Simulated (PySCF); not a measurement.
# C₄H₁₃NO₂: field gradients at the nuclei, part 1 of 2

Aim: the electric field gradients and quadrupole couplings of C₄H₁₃NO₂ at several levels. Each job file holds the settings and the coordinates that a driver script hands to the program.

Program: PySCF 2.14.0, density-fitted response routines. Level of theory: the levels named in each step. These are calculated values, not measurements.

## 1. The structure to begin with

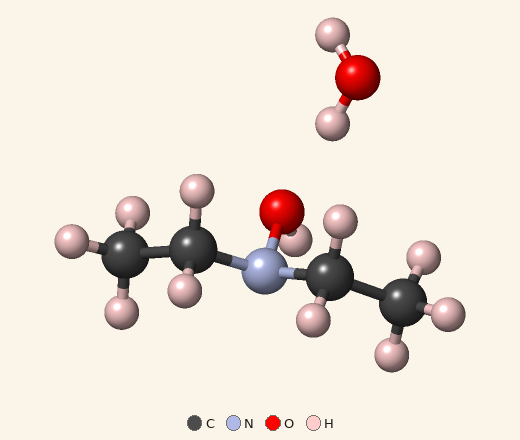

The starting structure, seen from a chosen angle (carbon dark grey, nitrogen light blue, oxygen red, hydrogen pink).

Coordinates:

```xyz
20

C     2.4237   -0.8783    0.9857
C     1.5725   -0.5574   -0.2355
N     0.1619   -0.7579    0.0546
O    -0.2304    0.2451    1.0152
C    -0.6782   -0.6274   -1.1299
C    -2.1382   -0.9031   -0.7943
O    -0.8752    2.7988   -0.1212
H     3.4762   -0.7782    0.7359
H     2.1926   -0.1969    1.8004
H     2.2334   -1.8967    1.3147
H     1.7644    0.4727   -0.5727
H     1.8236   -1.2411   -1.0485
H    -0.7258   -0.2358    1.6896
H    -0.5816    0.3677   -1.5878
H    -0.3176   -1.3752   -1.8393
H    -2.7195   -0.9438   -1.7108
H    -2.5452   -0.1141   -0.1667
H    -2.2308   -1.8557   -0.2780
H    -0.4679    3.4337    0.4699
H    -0.6593    1.9243    0.2334
```

## 2. Geometry, PBE0-D3(BJ)/def2-SVP

Input file job.txt:

```
{"job": {"xc": "PBE0", "basis": "def2-SVP", "d3": "d3bj", "grid": 2, "kind": "geom"}, "charge": 0, "multiplicity": 1}
C      2.423660    -0.878320     0.985740
C      1.572490    -0.557360    -0.235520
N      0.161900    -0.757930     0.054620
O     -0.230400     0.245080     1.015160
C     -0.678180    -0.627410    -1.129880
C     -2.138210    -0.903080    -0.794310
O     -0.875240     2.798810    -0.121230
H      3.476160    -0.778170     0.735950
H      2.192620    -0.196900     1.800400
H      2.233390    -1.896700     1.314690
H      1.764420     0.472700    -0.572670
H      1.823640    -1.241120    -1.048450
H     -0.725820    -0.235790     1.689570
H     -0.581610     0.367670    -1.587770
H     -0.317610    -1.375160    -1.839290
H     -2.719500    -0.943850    -1.710840
H     -2.545220    -0.114090    -0.166740
H     -2.230750    -1.855660    -0.277980
H     -0.467900     3.433690     0.469940
H     -0.659250     1.924270     0.233430
```

The log of the run:

```text
step   0  E = -364.71622650  max force = 0.019191
step   1  E = -364.71845234  max force = 0.004659
step   2  E = -364.71888774  max force = 0.001264
step   3  E = -364.71916718  max force = 0.001656
step   4  E = -364.71954818  max force = 0.003618
step   5  E = -364.71966455  max force = 0.002047
step   6  E = -364.71978640  max force = 0.001071
step   7  E = -364.71983464  max force = 0.001394
step   8  E = -364.71994879  max force = 0.001838
step   9  E = -364.72002632  max force = 0.001032
step  10  E = -364.72012451  max force = 0.000976
step  11  E = -364.72027681  max force = 0.002414
step  12  E = -364.72046984  max force = 0.003780
step  13  E = -364.72069446  max force = 0.003810
step  14  E = -364.72079918  max force = 0.001540
step  15  E = -364.72083023  max force = 0.000391
step  16  E = -364.72085435  max force = 0.000908
step  17  E = -364.72089907  max force = 0.002020
step  18  E = -364.72095554  max force = 0.002327
step  19  E = -364.72102082  max force = 0.001535
step  20  E = -364.72108077  max force = 0.000532
step  21  E = -364.72114420  max force = 0.001476
step  22  E = -364.72118830  max force = 0.001891
step  23  E = -364.72123394  max force = 0.001194
step  24  E = -364.72125079  max force = 0.000298
step  25  E = -364.72126036  max force = 0.000386
optimisation converged
```

Run time: 3.9 min. Hardware: 8 threads of Intel Xeon Platinum 8488C (Sapphire Rapids), shared host; peak memory 0.95 GiB.

It ended at:

```xyz
20

C     2.1697   -0.4196    1.0631
C     1.2495   -0.2098   -0.1209
N    -0.1040   -0.6660    0.1515
O    -0.6368    0.2097    1.1385
C    -0.9680   -0.5750   -1.0184
C    -2.3452   -1.1428   -0.7478
O    -0.6101    2.6799   -0.2246
H     3.1955   -0.1042    0.8212
H     1.8288    0.1668    1.9287
H     2.1916   -1.4811    1.3540
H     1.2341    0.8551   -0.4281
H     1.6046   -0.7934   -0.9848
H    -0.9117   -0.3719    1.8551
H    -1.0348    0.4743   -1.3674
H    -0.4694   -1.1564   -1.8103
H    -2.9633   -1.1117   -1.6571
H    -2.8624   -0.5587    0.0274
H    -2.2771   -2.1880   -0.4082
H     0.1736    3.1228    0.1158
H    -0.7577    1.9652    0.4150
```

## 3. Field gradients, PBE0/def2-TZVPP

Input file job.txt:

```
{"job": {"kind": "efgt", "xc": "PBE0", "basis": "def2-TZVPP"}, "charge": 0, "multiplicity": 1}
C      2.169651    -0.419614     1.063128
C      1.249504    -0.209758    -0.120942
N     -0.103961    -0.665994     0.151473
O     -0.636803     0.209651     1.138532
C     -0.967968    -0.575023    -1.018363
C     -2.345218    -1.142823    -0.747845
O     -0.610117     2.679921    -0.224577
H      3.195469    -0.104227     0.821152
H      1.828778     0.166812     1.928719
H      2.191649    -1.481064     1.353990
H      1.234093     0.855076    -0.428098
H      1.604617    -0.793422    -0.984797
H     -0.911658    -0.371940     1.855093
H     -1.034792     0.474286    -1.367445
H     -0.469428    -1.156383    -1.810306
H     -2.963307    -1.111708    -1.657136
H     -2.862439    -0.558691     0.027403
H     -2.277082    -2.187974    -0.408172
H      0.173604     3.122824     0.115772
H     -0.757663     1.965208     0.414997
```

The log of the run:

```text
coarse grid: 15640 points
cycle   1  E = -364.9933155861  dE =  4.639e-01  |g| = 8.937e-01  |ddm| = 2.998e+00
cycle   2  E = -364.8465891734  dE =  1.467e-01  |g| = 1.282e+00  |ddm| = 1.667e+00
cycle   3  E = -365.1410567052  dE = -2.945e-01  |g| = 1.102e-01  |ddm| = 1.143e+00
cycle   4  E = -365.1430228469  dE = -1.966e-03  |g| = 5.324e-02  |ddm| = 1.219e-01
cycle   5  E = -365.1436155159  dE = -5.927e-04  |g| = 1.399e-02  |ddm| = 4.515e-02
cycle   6  E = -365.1436442291  dE = -2.871e-05  |g| = 4.817e-03  |ddm| = 1.091e-02
cycle   7  E = -365.1436484693  dE = -4.240e-06  |g| = 6.984e-04  |ddm| = 3.276e-03
final grid: 226048 points
cycle   8  E = -365.1310062168  dE = -1.451e-04  |g| = 9.291e-03  |ddm| = 1.244e-01
cycle   9  E = -365.1309952824  dE =  1.093e-05  |g| = 1.168e-02  |ddm| = 1.588e-02
cycle  10  E = -365.1310249404  dE = -2.966e-05  |g| = 1.814e-03  |ddm| = 8.810e-03
cycle  11  E = -365.1310254744  dE = -5.340e-07  |g| = 4.959e-04  |ddm| = 1.262e-03
cycle  12  E = -365.1310255230  dE = -4.867e-08  |g| = 7.887e-05  |ddm| = 4.123e-04
cycle  13  E = -365.1310255239  dE = -8.313e-10  |g| = 4.084e-05  |ddm| = 8.218e-05
cycle  14  E = -365.1310255241  dE = -2.760e-10  |g| = 4.499e-06  |ddm| = 2.824e-05
converged SCF energy = -365.1310255241

Field-gradient tensors (au): xx yy zz xy xz yz
  0 C     0.00705   -0.02466    0.01761   -0.00441    0.02987   -0.01886
  1 C     0.16836   -0.09710   -0.07127    0.09778   -0.06062   -0.02986
  2 N     0.35332   -0.85718    0.50386   -0.28826   -0.31991    1.14444
  3 O    -1.43197    0.30305    1.12892   -0.42289   -1.55010    0.40621
  4 C     0.01347   -0.14184    0.12837   -0.00006    0.14398   -0.01704
  5 C     0.02708   -0.01150   -0.01557    0.03083   -0.00866   -0.01226
  6 O     0.15720    0.14601   -0.30320    1.30177    0.45214   -0.66624
  7 H     0.22340   -0.10729   -0.11611    0.11192   -0.08527   -0.02869
  8 H    -0.09995   -0.02052    0.12047   -0.06963   -0.09922    0.17428
  9 H    -0.13915    0.24726   -0.10811   -0.00833    0.00492   -0.10432
 10 H    -0.12086    0.22490   -0.10403   -0.00108    0.00078   -0.10057
 11 H    -0.08525   -0.02529    0.11054   -0.06600   -0.10225    0.17183
 12 H    -0.19591    0.03342    0.16249    0.10552   -0.16829   -0.29054
 13 H    -0.12291    0.20934   -0.08643   -0.02153    0.01380   -0.11250
 14 H    -0.04747   -0.02785    0.07532   -0.09848   -0.12609    0.15628
 15 H    -0.00672   -0.14098    0.14770   -0.00425    0.19259   -0.01126
 16 H    -0.04523   -0.02190    0.06713   -0.10190   -0.13894    0.15540
 17 H    -0.13375    0.23511   -0.10136   -0.02451    0.00658   -0.12102
 18 H     0.22551   -0.07657   -0.14894    0.28408    0.20355    0.09203
 19 H    -0.17985    0.12377    0.05608    0.09458   -0.05006   -0.29935
```

Run time: 31 s. Hardware: 8 threads of Intel Xeon Platinum 8488C (Sapphire Rapids), shared host; peak memory 2.6 GiB.

## 4. Field gradients, PBE/def2-TZVPP

Edit job.txt of step 3 so:

```diff
@@ -1,2 +1,2 @@
-{"job": {"kind": "efgt", "xc": "PBE0", "basis": "def2-TZVPP"}, "charge": 0, "multiplicity": 1}
+{"job": {"kind": "efgt", "xc": "PBE", "basis": "def2-TZVPP"}, "charge": 0, "multiplicity": 1}
 C      2.169651    -0.419614     1.063128
```

The log of the run:

```text
coarse grid: 15640 points
cycle   1  E = -364.8710320998  dE =  4.274e-01  |g| = 1.117e+00  |ddm| = 3.056e+00
cycle   2  E = -364.2071749594  dE =  6.639e-01  |g| = 2.137e+00  |ddm| = 3.999e+00
cycle   3  E = -365.1034198237  dE = -8.962e-01  |g| = 2.442e-01  |ddm| = 3.483e+00
cycle   4  E = -365.1137089538  dE = -1.029e-02  |g| = 1.145e-01  |ddm| = 3.180e-01
cycle   5  E = -365.1165011270  dE = -2.792e-03  |g| = 4.048e-02  |ddm| = 1.199e-01
cycle   6  E = -365.1167520657  dE = -2.509e-04  |g| = 1.444e-02  |ddm| = 3.608e-02
cycle   7  E = -365.1167893363  dE = -3.727e-05  |g| = 2.403e-03  |ddm| = 1.110e-02
cycle   8  E = -365.1167903334  dE = -9.971e-07  |g| = 1.078e-03  |ddm| = 3.328e-03
final grid: 226048 points
cycle   9  E = -365.1011148153  dE = -2.207e-04  |g| = 1.590e-02  |ddm| = 1.696e-01
cycle  10  E = -365.1009961878  dE =  1.186e-04  |g| = 2.818e-02  |ddm| = 3.177e-02
cycle  11  E = -365.1011660868  dE = -1.699e-04  |g| = 4.927e-03  |ddm| = 2.256e-02
cycle  12  E = -365.1011702459  dE = -4.159e-06  |g| = 9.650e-04  |ddm| = 3.527e-03
cycle  13  E = -365.1011704449  dE = -1.990e-07  |g| = 1.806e-04  |ddm| = 7.673e-04
cycle  14  E = -365.1011704495  dE = -4.556e-09  |g| = 9.902e-05  |ddm| = 2.690e-04
cycle  15  E = -365.1011704513  dE = -1.875e-09  |g| = 1.429e-05  |ddm| = 1.145e-04
cycle  16  E = -365.1011704514  dE = -4.002e-11  |g| = 3.689e-06  |ddm| = 2.107e-05
converged SCF energy = -365.1011704514

Field-gradient tensors (au): xx yy zz xy xz yz
  0 C     0.00781   -0.02640    0.01859   -0.00458    0.03210   -0.01949
  1 C     0.16740   -0.09923   -0.06817    0.09787   -0.06019   -0.02926
  2 N     0.34097   -0.82224    0.48126   -0.28148   -0.30698    1.11013
  3 O    -1.41176    0.31655    1.09521   -0.41433   -1.51606    0.38579
  4 C     0.01430   -0.14246    0.12816    0.00007    0.14141   -0.01752
  5 C     0.02958   -0.01292   -0.01666    0.03255   -0.00891   -0.01254
  6 O     0.15425    0.13628   -0.29053    1.27971    0.44614   -0.64952
  7 H     0.22231   -0.10673   -0.11558    0.11132   -0.08485   -0.02849
  8 H    -0.09942   -0.02037    0.11979   -0.06927   -0.09867    0.17336
  9 H    -0.13841    0.24598   -0.10757   -0.00829    0.00488   -0.10372
 10 H    -0.12030    0.22329   -0.10299   -0.00118    0.00078   -0.09995
 11 H    -0.08502   -0.02512    0.11014   -0.06580   -0.10175    0.17095
 12 H    -0.19683    0.03303    0.16380    0.10640   -0.16932   -0.29275
 13 H    -0.12236    0.20837   -0.08601   -0.02148    0.01339   -0.11183
 14 H    -0.04735   -0.02757    0.07492   -0.09792   -0.12565    0.15548
 15 H    -0.00669   -0.14025    0.14694   -0.00427    0.19167   -0.01116
 16 H    -0.04498   -0.02168    0.06666   -0.10140   -0.13820    0.15457
 17 H    -0.13302    0.23385   -0.10083   -0.02441    0.00655   -0.12031
 18 H     0.22678   -0.07680   -0.14998    0.28575    0.20419    0.09277
 19 H    -0.18198    0.12614    0.05584    0.09511   -0.05080   -0.30213
```

It took 28 s on 8 threads of Intel Xeon Platinum 8488C (Sapphire Rapids), shared host; peak memory 2.6 GiB.

(Continued in part 2 of 2.)
